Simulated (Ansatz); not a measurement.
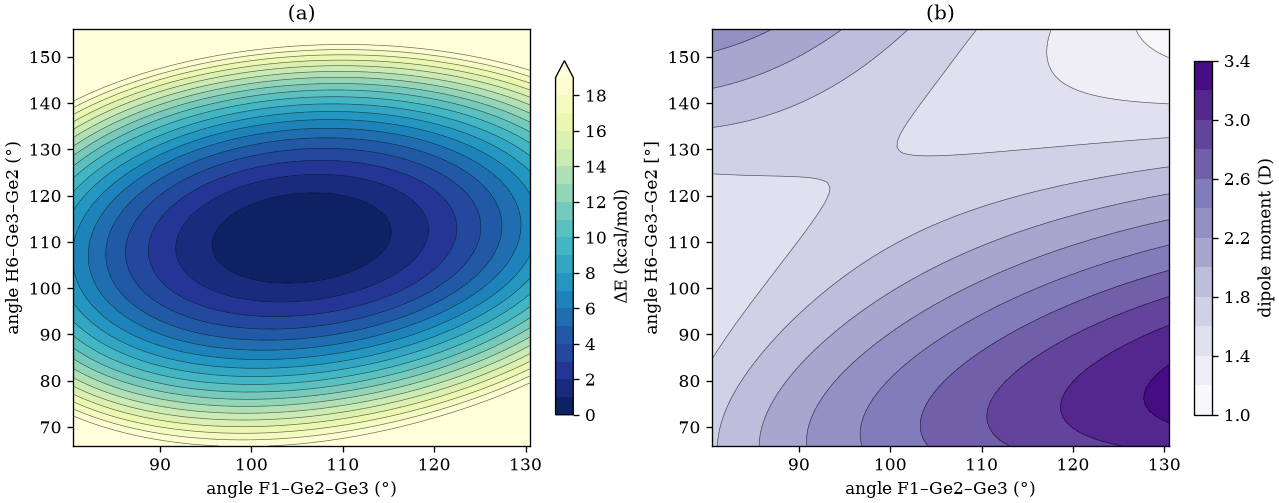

FGe₂H₄, SMILES [F][GeH][GeH3], spin multiplicity 2. The first coordinate is: angle F1–Ge2–Ge3; the second: angle H6–Ge3–Ge2. Nothing is relaxed (all other coordinates rigid). The scan uses a 9 × 9 grid. Points are written as (first, second). Energies: kcal/mol, counted from the relaxed molecule at the same level. Method: UKS PBE-D4/def2-SVP in Ansatz.

Panel (a) is the energy; panel (b) is the computed dipole moment, in D.

The picture shows filled contours, one colour for all values above the top of the scale. Between grid points the surface is interpolated.

> How does the dipole moment vary over the map, and what is it at the lowest grid point?

Leaving out the highest fifth of the energies, it runs from 1.29 D at (130.5°, 144.6°) to 3.12 D at (124.2°, 77.1°). At the lowest grid point, (105.5°, 110.9°), it is 1.87 D.

```tsv
angle H6–Ge3–Ge2 ↓, angle F1–Ge2–Ge3 →	80.5	86.7	93.0	99.2	105.5	111.7	118.0	124.2	130.5
155.9	2.32	2.21	2.05	1.88	1.70	1.54	1.39	1.25	1.13
144.6	2.04	1.95	1.83	1.71	1.59	1.49	1.41	1.34	1.29
133.4	1.77	1.73	1.67	1.61	1.57	1.55	1.55	1.55	1.57
122.1	1.56	1.58	1.60	1.63	1.67	1.73	1.79	1.87	1.94
110.9	1.44	1.54	1.65	1.75	1.87	1.99	2.11	2.23	2.34
99.6	1.45	1.62	1.80	1.97	2.14	2.30	2.46	2.61	2.75
88.4	1.55	1.79	2.01	2.22	2.42	2.60	2.78	2.95	3.10
77.1	1.70	1.96	2.21	2.42	2.63	2.81	2.97	3.12	3.25
65.9	1.77	2.04	2.27	2.47	2.63	2.77	2.89	2.99	3.06
```
